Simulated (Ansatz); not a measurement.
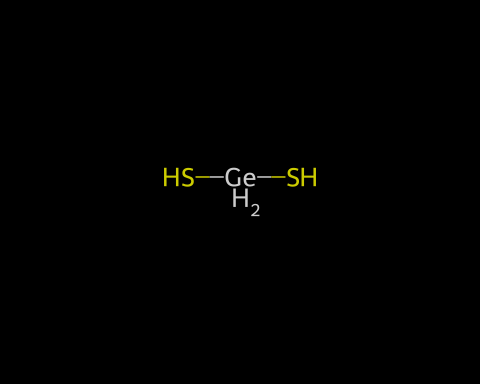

Figure made from data computed with Ansatz.

**Write the SMILES.**

[SH][GeH2][SH]

**Give the formula, hydrogens included.**

GeH4S2.
